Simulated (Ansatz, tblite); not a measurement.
# The cluster Si3O3−: isomers from a random search

Aim: relax the candidate shapes of the cluster Si3O3− that a cheap search turned up, and see how the levels of theory order them.

Method: relaxed with r2SCAN-D4/def2-SVPD, doublet; program: Ansatz 0.2.0, Gaussian basis.

2 further runs of the same task are left out: 2 set aside as unsound or not needed.

## (1) The starting structure

6 atoms, charge -1, spin multiplicity 2.

Atoms are counted from 1 here; the program's logs count them from 0.

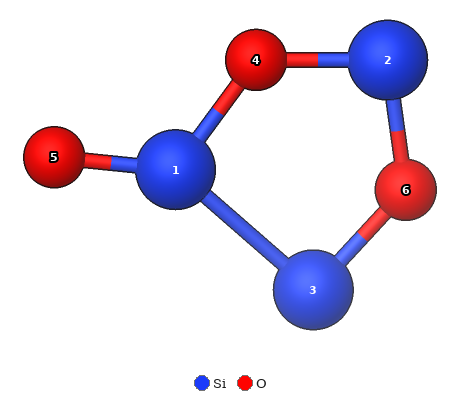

As it starts; silicon blue, oxygen red; atoms are numbered from 1 in the order of the file.

The ion is computed in the gas phase, without counter-ions or solvent.

A search from random starts with GFN1-xTB found 10 distinct shapes; 3 go on here. The structure above is candidate A, which lies 0.00 eV above the lowest at that level; B lies 0.08 eV above the lowest at that level; C lies 1.13 eV above the lowest at that level.

## (2) Relaxing candidate A

File in.yaml:

```yaml
crystal:
  periodic: [false, false, false]
  atoms:
    - {symbol: Si, position_ang: [-0.952130, 0.443280, 0.458970]}
    - {symbol: Si, position_ang: [1.920660, -0.249200, -0.013770]}
    - {symbol: Si, position_ang: [-0.715220, -0.937010, -1.418570]}
    - {symbol: O, position_ang: [0.720000, 0.507780, 0.842020]}
    - {symbol: O, position_ang: [-1.954610, 1.217460, 1.329540]}
    - {symbol: O, position_ang: [0.981300, -0.982310, -1.198190]}
basis:
  gaussian: {orbitals: def2-SVPD}
total_charge: -1
magnetization: {spin_polarized: true, initial_magnetization: 1}
hamiltonian: {xc: r2scan, dispersion: d4}
scf: {lower_state_search: "off"}
output: {orbitals: {seedname: orbitals}}
relax: {f_tol: 0.02, max_steps: 100}
```

Command:

```sh
$ ansatz run in.yaml --threads 4 --pin off --events-out ev --progress --plain --max-ram 4787MiB
```

Log, cut to the lines that bear on the results:

```text
Functional definition: r2SCAN
  name "r2SCAN"
  cite "Furness, Kaplan, Ning, Perdew & Sun, J. Phys. Chem. Lett. 11, 8208 (2020) doi:10.1021/acs.jpclett.0c02405"
  cite "Furness, Kaplan, Ning, Perdew & Sun, J. Phys. Chem. Lett. 11, 9248 (2020) doi:10.1021/acs.jpclett.0c03077"
  parent r2scan
[...]
1239 factors; their error is unknown
[...]
mean field -29761.86928843 eV, -1093.7285230303 hartree, gradient 2.9e-6 eV, S^2 0.760790; 0 other end points of the search recorded, 0 dependent functions left out
[...]
reference -29761.86930719 eV, -1093.7285237198 hartree; 34, 33 occupied and 107, 108 virtual orbitals, 1239 factors
relax step   1: F+E_penalty+E_count = -29761.93648010 eV  Δ(F+E_penalty+E_count) = +0.000e0 eV  max|allowed force component| = 1.205e0 eV/Å  Δτ_max = 0.0000 Å  (24 SCF iters, accepted)
[...]
relax step   5: F+E_penalty+E_count = -29762.03313476 eV  Δ(F+E_penalty+E_count) = -1.333e-3 eV  max|allowed force component| = 2.141e-2 eV/Å  Δτ_max = 0.0114 Å  (27 SCF iters, accepted)
[...]
relax step   6: F+E_penalty+E_count = -29762.03315589 eV  Δ(F+E_penalty+E_count) = -2.113e-5 eV  max|allowed force component| = 5.644e-3 eV/Å  Δτ_max = 0.0010 Å  (18 SCF iters, accepted)
Total energy: -29762.03317463 eV, -1093.7345457370 hartree
Atom 0 at    -0.936476     0.448632     0.457056 Å, force    -0.002687     0.001653     0.001868 eV/Å
Atom 1 at     1.915966    -0.254517    -0.015880 Å, force    -0.003314    -0.000320    -0.000938 eV/Å
Atom 2 at    -0.752698    -0.953402    -1.453701 Å, force    -0.002389    -0.001160    -0.001871 eV/Å
Atom 3 at     0.736266     0.545651     0.885529 Å, force     0.001992    -0.001807    -0.002102 eV/Å
Atom 4 at    -1.973439     1.217841     1.340922 Å, force     0.000755     0.000261     0.000391 eV/Å
Atom 5 at     1.010381    -1.004205    -1.213925 Å, force     0.005644     0.001373     0.002652 eV/Å
Dipole moment:     0.657577    -0.207630    -0.172193 e Å
Checks for a lower state left out: stability, starts, cluster_reference, orbital_swaps, neighbouring_geometries, increment
```

Wall time 14 s (4 threads of Intel Xeon at 2.80GHz, shared host).

Relaxation path:

```csv
step,energy from step 1 (eV),largest force component (eV/Å)
1,0.0000,1.2054
2,-0.0643,0.8039
3,-0.0941,0.2227
4,-0.0953,0.0734
5,-0.0967,0.0214
6,-0.0967,0.0056
```

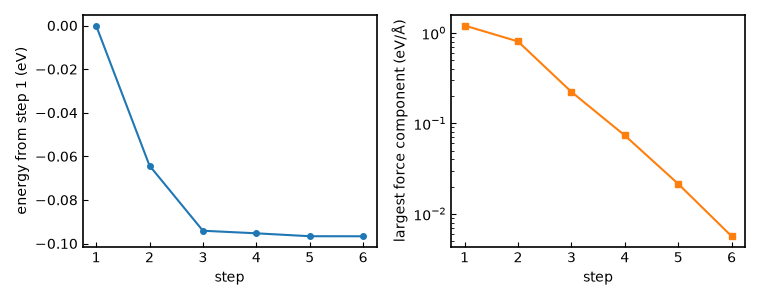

Energy and force, step by step.

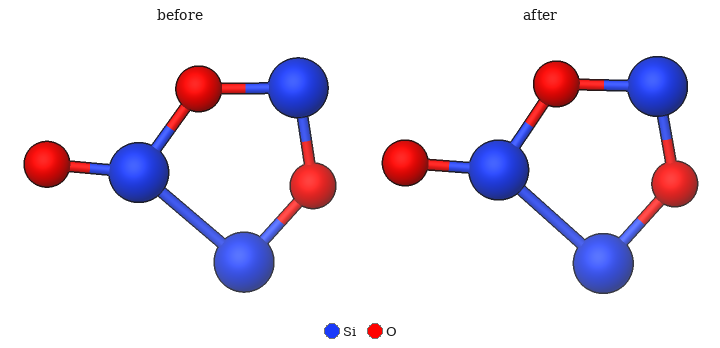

The geometry before (left) and after (right).

Distances of close pairs at the start and the end, largest changes first:

```csv
bond,before (Å),after (Å),change (Å)
Si3–O6,1.711,1.780,+0.069
Si1–Si3,2.342,2.377,+0.035
Si2–O4,1.657,1.687,+0.029
Si1–O5,1.537,1.565,+0.028
Si1–O4,1.717,1.729,+0.013
Si2–O6,1.680,1.679,-0.002
```

## (3) Relaxing candidate B

File in.yaml:

```yaml
crystal:
  periodic: [false, false, false]
  atoms:
    - {symbol: Si, position_ang: [-1.709910, 0.417420, 1.050450]}
    - {symbol: Si, position_ang: [0.548990, 0.976700, 0.803160]}
    - {symbol: Si, position_ang: [0.185190, -0.739600, -0.822260]}
    - {symbol: O, position_ang: [0.539120, -1.711630, -1.954330]}
    - {symbol: O, position_ang: [1.851900, 1.740970, 1.114790]}
    - {symbol: O, position_ang: [-1.415300, -0.683860, -0.191800]}
basis:
  gaussian: {orbitals: def2-SVPD}
total_charge: -1
magnetization: {spin_polarized: true, initial_magnetization: 1}
hamiltonian: {xc: r2scan, dispersion: d4}
scf: {lower_state_search: "off"}
output: {orbitals: {seedname: orbitals}}
relax: {f_tol: 0.02, max_steps: 100}
```

The command is unchanged.

Log, cut to the lines that bear on the results:

```text
Functional definition: r2SCAN
  name "r2SCAN"
  cite "Furness, Kaplan, Ning, Perdew & Sun, J. Phys. Chem. Lett. 11, 8208 (2020) doi:10.1021/acs.jpclett.0c02405"
  cite "Furness, Kaplan, Ning, Perdew & Sun, J. Phys. Chem. Lett. 11, 9248 (2020) doi:10.1021/acs.jpclett.0c03077"
  parent r2scan
[...]
1239 factors; their error is unknown
[...]
mean field -29760.69171837 eV, -1093.6852481286 hartree, gradient 8.5e-6 eV, S^2 0.758331; 0 other end points of the search recorded, 0 dependent functions left out
[...]
reference -29760.69173848 eV, -1093.6852488677 hartree; 34, 33 occupied and 107, 108 virtual orbitals, 1239 factors
relax step   1: F+E_penalty+E_count = -29760.75584866 eV  Δ(F+E_penalty+E_count) = +0.000e0 eV  max|allowed force component| = 1.152e0 eV/Å  Δτ_max = 0.0000 Å  (23 SCF iters, accepted)
[...]
relax step   7: F+E_penalty+E_count = -29760.87393338 eV  Δ(F+E_penalty+E_count) = -6.056e-4 eV  max|allowed force component| = 1.352e-2 eV/Å  Δτ_max = 0.0192 Å  (25 SCF iters, accepted)
Total energy: -29760.87395358 eV, -1093.6919451493 hartree
Atom 0 at    -1.695153     0.441954     1.069167 Å, force    -0.012446    -0.000301     0.004269 eV/Å
Atom 1 at     0.588452     0.979012     0.791994 Å, force     0.010401    -0.008907    -0.013516 eV/Å
Atom 2 at     0.128570    -0.765076    -0.832443 Å, force     0.013344     0.006636     0.002243 eV/Å
Atom 3 at     0.563882    -1.725950    -1.976760 Å, force    -0.006183    -0.003397    -0.001379 eV/Å
Atom 4 at     1.874718     1.798361     1.166220 Å, force    -0.003996     0.003983     0.005862 eV/Å
Atom 5 at    -1.460479    -0.728301    -0.218170 Å, force    -0.001120     0.001986     0.002521 eV/Å
Dipole moment:    -0.497428     0.026454     0.207632 e Å
Checks for a lower state left out: stability, starts, cluster_reference, orbital_swaps, neighbouring_geometries, increment
```

Run time: 17 s. Hardware: 4 threads of Intel Xeon at 2.80GHz, shared host.

The steps of the relaxation: (the energy doesn't fall at every step)

```csv
step,energy from step 1 (eV),largest force component (eV/Å)
1,0.0000,1.1521
2,-0.0869,0.6199
3,-0.0798,0.4291
4,-0.1155,0.1614
5,-0.1173,0.0562
6,-0.1175,0.0512
7,-0.1181,0.0135
```

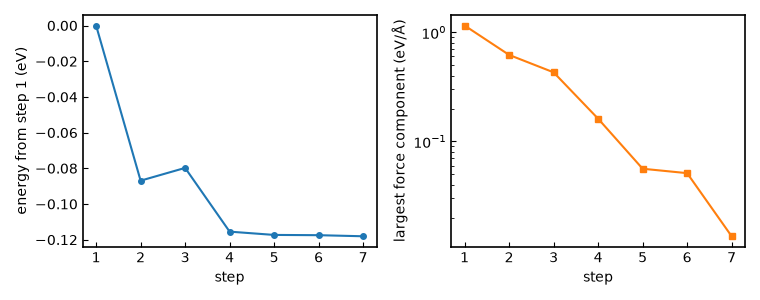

Energy and force, step by step.

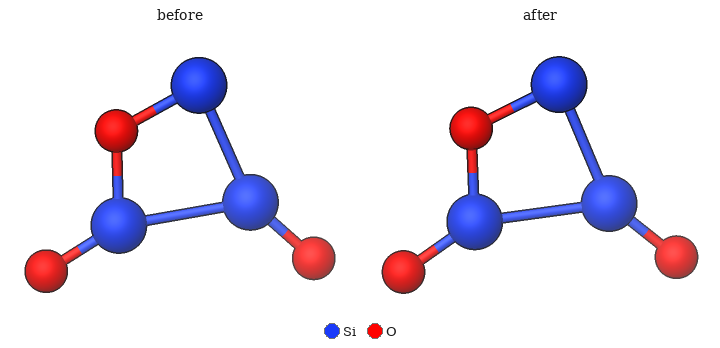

The geometry before (left) and after (right).

Close pairs (by a distance rule), those that changed most:

```csv
bond,before (Å),after (Å),change (Å)
Si1–O6,1.686,1.756,+0.069
Si2–Si3,2.392,2.427,+0.036
Si2–O5,1.542,1.570,+0.028
Si3–O4,1.534,1.556,+0.023
Si1–Si2,2.340,2.362,+0.022
Si3–O6,1.721,1.704,-0.017
```

## (4) Relaxing candidate C

File in.yaml:

```yaml
crystal:
  periodic: [false, false, false]
  atoms:
    - {symbol: Si, position_ang: [0.689850, 0.551630, 0.022850]}
    - {symbol: Si, position_ang: [-0.248580, -1.027450, -1.377290]}
    - {symbol: Si, position_ang: [-0.766420, 1.249360, 1.648950]}
    - {symbol: O, position_ang: [-0.509170, -2.080520, -2.462740]}
    - {symbol: O, position_ang: [1.381250, -0.835170, -0.714810]}
    - {symbol: O, position_ang: [-0.546930, 2.142150, 2.883050]}
basis:
  gaussian: {orbitals: def2-SVPD}
total_charge: -1
magnetization: {spin_polarized: true, initial_magnetization: 1}
hamiltonian: {xc: r2scan, dispersion: d4}
scf: {lower_state_search: "off"}
output: {orbitals: {seedname: orbitals}}
relax: {f_tol: 0.02, max_steps: 100}
```

The command is unchanged.

Log, cut to the lines that bear on the results:

```text
Functional definition: r2SCAN
  name "r2SCAN"
  cite "Furness, Kaplan, Ning, Perdew & Sun, J. Phys. Chem. Lett. 11, 8208 (2020) doi:10.1021/acs.jpclett.0c02405"
  cite "Furness, Kaplan, Ning, Perdew & Sun, J. Phys. Chem. Lett. 11, 9248 (2020) doi:10.1021/acs.jpclett.0c03077"
  parent r2scan
[...]
1239 factors; their error is unknown
[...]
mean field -29759.35877547 eV, -1093.6362633805 hartree, gradient 5.4e-6 eV, S^2 0.765015; 0 other end points of the search recorded, 0 dependent functions left out
[...]
reference -29759.35879714 eV, -1093.6362641770 hartree; 34, 33 occupied and 107, 108 virtual orbitals, 1239 factors
relax step   1: F+E_penalty+E_count = -29759.41662810 eV  Δ(F+E_penalty+E_count) = +0.000e0 eV  max|allowed force component| = 1.316e0 eV/Å  Δτ_max = 0.0000 Å  (27 SCF iters, accepted)
[...]
relax step  16: F+E_penalty+E_count = -29759.85801208 eV  Δ(F+E_penalty+E_count) = -6.238e-5 eV  max|allowed force component| = 1.055e-2 eV/Å  Δτ_max = 0.0066 Å  (30 SCF iters, accepted)
Total energy: -29759.85803287 eV, -1093.6546107518 hartree
Atom 0 at     1.042655     1.083993    -0.535806 Å, force     0.003489    -0.000891    -0.001459 eV/Å
Atom 1 at    -0.095632    -0.779616    -1.124142 Å, force     0.007839     0.001123     0.003927 eV/Å
Atom 2 at    -0.745771     1.567406     1.136998 Å, force    -0.000106    -0.000520     0.001969 eV/Å
Atom 3 at    -0.883729    -2.004185    -1.667169 Å, force     0.000100    -0.001875     0.000277 eV/Å
Atom 4 at     1.388480    -0.723797    -0.347540 Å, force    -0.010553     0.002293    -0.004283 eV/Å
Atom 5 at    -0.706003     0.856199     2.537670 Å, force    -0.000769    -0.000130    -0.000431 eV/Å
Dipole moment:     0.319566     0.537028    -0.333375 e Å
Checks for a lower state left out: stability, starts, cluster_reference, orbital_swaps, neighbouring_geometries, increment
```

Wall time 40 s (4 threads of Intel Xeon at 2.80GHz, shared host).

The steps of the relaxation:

```csv
step,energy from step 1 (eV),largest force component (eV/Å)
1,0.0000,1.3161
2,-0.1468,1.0716
3,-0.2213,0.7318
4,-0.2778,1.6546
5,-0.3824,0.5999
6,-0.4092,0.2253
7,-0.4214,0.1984
8,-0.4290,0.1536
9,-0.4337,0.1798
10,-0.4344,0.4985
11,-0.4390,0.0998
12,-0.4403,0.0205
13,-0.4410,0.0371
14,-0.4411,0.0668
15,-0.4413,0.0419
16,-0.4414,0.0106
```

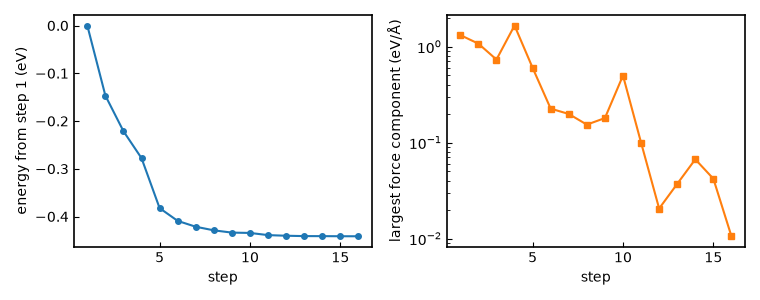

Energy and largest force along the relaxation.

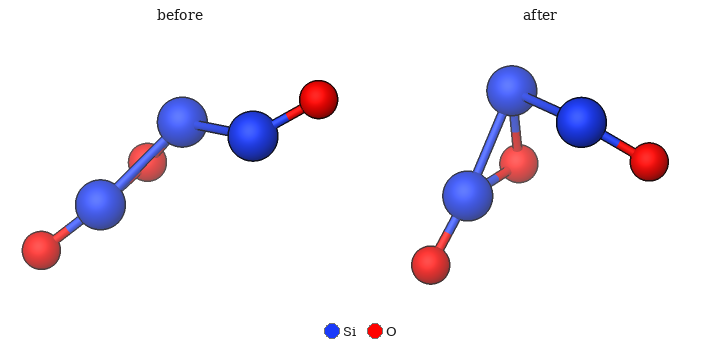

Before and after, at one scale.

Close pairs (by a distance rule), those that changed most:

```csv
bond,before (Å),after (Å),change (Å)
Si1–Si3,2.292,2.496,+0.204
Si1–O5,1.716,1.850,+0.134
Si2–O5,1.770,1.676,-0.094
Si1–Si2,2.310,2.262,-0.048
Si3–O6,1.539,1.571,+0.032
Si2–O4,1.535,1.554,+0.020
```

## (5) The relaxed candidates

```csv
candidate,point group,"bonds (count, mean Å)",energy above the lowest (kcal/mol)
A,Cs,"O–Si 5, 1.69; Si–Si 1, 2.38",0.0
B,Cs,"O–Si 4, 1.65; Si–Si 2, 2.39",26.7
C,C1,"O–Si 4, 1.66; Si–Si 2, 2.38",50.2
```

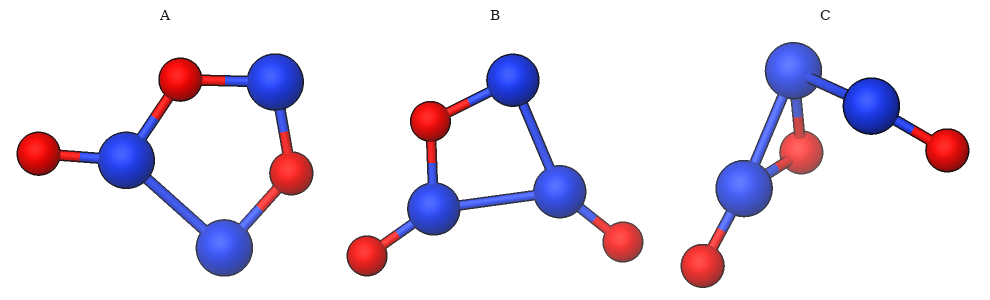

The candidates after relaxation.

## (6) Candidate B, GFN1-xTB

Tight binding, by tblite at 300 K electronic temperature and without a spin-polarisation term:

```python
tblite.interface.Calculator('GFN1-xTB', numbers, positions, charge=-1, uhf=1).singlepoint()
```

Energy -545.7512 eV; 0.006 s.

## (7) Candidate B, GFN2-xTB

Tight binding, by tblite at 300 K electronic temperature and without a spin-polarisation term:

```python
tblite.interface.Calculator('GFN2-xTB', numbers, positions, charge=-1, uhf=1).singlepoint()
```

Energy -481.2674 eV; 0.009 s.

## (8) Candidate B, PBE0-D4/def2-TZVPD

start.molden holds the orbitals of an earlier run on this state, given as this run's starting guess.

File in.yaml:

```yaml
crystal:
  periodic: [false, false, false]
  atoms:
    - {symbol: Si, position_ang: [-1.695153, 0.441954, 1.069167]}
    - {symbol: Si, position_ang: [0.588452, 0.979012, 0.791994]}
    - {symbol: Si, position_ang: [0.128570, -0.765076, -0.832443]}
    - {symbol: O, position_ang: [0.563882, -1.725950, -1.976760]}
    - {symbol: O, position_ang: [1.874718, 1.798361, 1.166220]}
    - {symbol: O, position_ang: [-1.460479, -0.728301, -0.218170]}
basis:
  gaussian: {orbitals: def2-TZVPD, initial_orbitals: start.molden}
total_charge: -1
magnetization: {spin_polarized: true, initial_magnetization: 1}
hamiltonian: {xc: pbe0, dispersion: d4}
scf: {omitted_lower_state_checks: [starts]}
output: {orbitals: {seedname: orbitals}}
```

Same command.

Log:

```text
Functional definition: PBE0
  name "PBE0"
  cite "Adamo & Barone, J. Chem. Phys. 110, 6158 (1999) doi:10.1063/1.478522"
  cite "Perdew, Burke & Ernzerhof, Phys. Rev. Lett. 77, 3865 (1996) doi:10.1103/PhysRevLett.77.3865"
  parent pbe
  parameter a = 0.25
  parameter kappa = 0.804
  parameter beta = 0.06672455060314922
  exchange = (1 - a)*pbe_x(kappa = kappa, mu = beta*pi^2/3) + a*exact_x
  correlation = pbe_c(beta = beta)
these checks for a lower state are left out or cut short: starts
1440 factors; their error is unknown
mean field evaluation 1: about -29669.0890 eV, gradient 2.5e2 eV
mean field evaluation 2: about -29713.6690 eV, gradient 5.6e1 eV
mean field evaluation 4: about -29761.1975 eV, gradient 1.4e1 eV
mean field evaluation 8: about -29764.8333 eV, gradient 9.8e-2 eV
mean field -29764.83339466 eV, -1093.8374519251 hartree, gradient 1.5e-5 eV, S^2 0.757058; 0 other end points of the search recorded, 0 dependent functions left out
reference -29764.83343442 eV, -1093.8374533864 hartree; 34, 33 occupied and 215, 216 virtual orbitals, 1440 factors
Total energy: -29765.07889860 eV, -1093.8464740283 hartree
Checks for a lower state left out: starts
```

It took 8.5 s on 4 threads of Intel Xeon at 2.80GHz, shared host; peak memory 1 GiB.

Report: HOMO -1.58 eV, LUMO 0.90 eV (over both spins); ⟨S²⟩ 0.757 (pure: 0.75).

## (9) Candidate B, PBE-D4/def2-TZVPD

Edit in.yaml of step 8 so:

```diff
@@ -13,4 +13,4 @@
 magnetization: {spin_polarized: true, initial_magnetization: 1}
-hamiltonian: {xc: pbe0, dispersion: d4}
+hamiltonian: {xc: pbe, dispersion: d4}
 scf: {omitted_lower_state_checks: [starts]}
-output: {orbitals: {seedname: orbitals}}
+output: {forces: true, orbitals: {seedname: orbitals}}
```

The command is unchanged.

Log, cut to the lines that bear on the results:

```text
Functional definition: PBE
  name "PBE"
  cite "Perdew, Burke & Ernzerhof, Phys. Rev. Lett. 77, 3865 (1996) doi:10.1103/PhysRevLett.77.3865"
  parent pbe
[...]
1377 factors; their error is unknown
[...]
mean field -29763.61852190 eV, -1093.7928061745 hartree, gradient 1.9e-5 eV, S^2 0.754330; 0 other end points of the search recorded, 0 dependent functions left out
[...]
reference -29763.61857235 eV, -1093.7928080286 hartree; 34, 33 occupied and 215, 216 virtual orbitals, 1377 factors
Total energy: -29763.90611395 eV, -1093.8033749876 hartree
Atom 0 at    -1.695153     0.441954     1.069167 Å, force     0.024356    -0.221135    -0.235948 eV/Å
Atom 1 at     0.588452     0.979012     0.791994 Å, force     0.389545     0.264714     0.129933 eV/Å
Atom 2 at     0.128570    -0.765076    -0.832443 Å, force    -0.095977    -0.178313    -0.148042 eV/Å
Atom 3 at     0.563882    -1.725950    -1.976760 Å, force    -0.082716     0.173261     0.207779 eV/Å
Atom 4 at     1.874718     1.798361     1.166220 Å, force    -0.276359    -0.173995    -0.078040 eV/Å
Atom 5 at    -1.460479    -0.728301    -0.218170 Å, force     0.041151     0.135468     0.124318 eV/Å
Dipole moment:    -0.493439     0.034699     0.214654 e Å
Checks for a lower state left out: starts
```

It took 4.2 s on 4 threads of Intel Xeon at 2.80GHz, shared host.

From the report: HOMO -0.65 eV, LUMO 0.15 eV (over both spins); ⟨S²⟩ 0.754 (pure: 0.75).

## (10) Candidate B, r2SCAN-D4/def2-TZVPD

Edit in.yaml of step 9 so:

```diff
@@ -13,4 +13,4 @@
 magnetization: {spin_polarized: true, initial_magnetization: 1}
-hamiltonian: {xc: pbe, dispersion: d4}
+hamiltonian: {xc: r2scan, dispersion: d4}
 scf: {omitted_lower_state_checks: [starts]}
-output: {forces: true, orbitals: {seedname: orbitals}}
+output: {orbitals: {seedname: orbitals}}
```

The command is unchanged.

Log:

```text
Functional definition: r2SCAN
  name "r2SCAN"
  cite "Furness, Kaplan, Ning, Perdew & Sun, J. Phys. Chem. Lett. 11, 8208 (2020) doi:10.1021/acs.jpclett.0c02405"
  cite "Furness, Kaplan, Ning, Perdew & Sun, J. Phys. Chem. Lett. 11, 9248 (2020) doi:10.1021/acs.jpclett.0c03077"
  parent r2scan
  parameter k0 = 0.174
  parameter k1 = 0.065
  parameter a1 = 4.9479
  exchange = r2scan_x(k0 = k0, k1 = k1, a1 = a1)
  correlation = r2scan_c
these checks for a lower state are left out or cut short: starts
1377 factors; their error is unknown
mean field evaluation 1: about -29776.3878 eV, gradient 5.8e0 eV
mean field evaluation 2: about -29776.4504 eV, gradient 1.2e-1 eV
mean field evaluation 4: about -29776.4412 eV, gradient 5.8e-4 eV
mean field -29776.44115323 eV, -1094.2640291845 hartree, gradient 2.4e-5 eV, S^2 0.759945; 0 other end points of the search recorded, 0 dependent functions left out
reference -29776.44118267 eV, -1094.2640302663 hartree; 34, 33 occupied and 215, 216 virtual orbitals, 1377 factors
Total energy: -29776.50475402 eV, -1094.2663664703 hartree
Checks for a lower state left out: starts
```

Wall time 7 s (4 threads of Intel Xeon at 2.80GHz, shared host).

HOMO -0.95 eV, LUMO 0.33 eV (over both spins); ⟨S²⟩ 0.760 (pure: 0.75).

## (11) Candidate B, ωB97M-V/def2-TZVPD

Edit in.yaml of step 10 so:

```diff
@@ -13,3 +13,3 @@
 magnetization: {spin_polarized: true, initial_magnetization: 1}
-hamiltonian: {xc: r2scan, dispersion: d4}
+hamiltonian: {xc: {name: wB97M-V}}
 scf: {omitted_lower_state_checks: [starts]}
```

Launched as before.

Log, cut to the lines that bear on the results:

```text
Functional definition: wB97M-V
  name "wB97M-V"
  cite "Mardirossian & Head-Gordon, J. Chem. Phys. 144, 214110 (2016) doi:10.1063/1.4952647"
  cite "Becke, J. Chem. Phys. 107, 8554 (1997) doi:10.1063/1.475007"
  cite "Vydrov & Van Voorhis, J. Chem. Phys. 133, 244103 (2010) doi:10.1063/1.3521275"
  # Of w^i u^j: cxij and so on, Table III.
[...]
  gx(w, u) = 1 - cx + cx01*u + cx10*w
  gss(w, u) = css00 + css04*u^4 + css10*w + css20*w^2 + css43*w^4*u^3
  gos(w, u) = cos00 + cos10*w + (cos20 + cos21*u)*w^2 + (cos60 + cos61*u)*w^6
[...]
      + integral(e_c_pw_mod_opposite_spin*gos(b97_w_opposite, b97_u_opposite)) + vv10(b, c)
[...]
1404 factors; their error is unknown
366 factors; integrals over basis functions are off by at most 2.2e-5 eV
[...]
mean field -29778.49421461 eV, -1094.3394777986 hartree, gradient 2.3e-5 eV, S^2 0.754498; 0 other end points of the search recorded, 0 dependent functions left out
reference -29778.49427467 eV, -1094.3394800058 hartree; 34, 33 occupied and 215, 216 virtual orbitals, 1404 factors
Total energy: -29778.49427467 eV, -1094.3394800058 hartree
Checks for a lower state left out: starts
```

Run time: 17 s. Hardware: 4 threads of Intel Xeon at 2.80GHz, shared host; peak memory 1.2 GiB.

Report: HOMO -3.16 eV, LUMO 2.56 eV (over both spins); ⟨S²⟩ 0.754 (pure: 0.75).

(Part 1 of 2 ends here.)
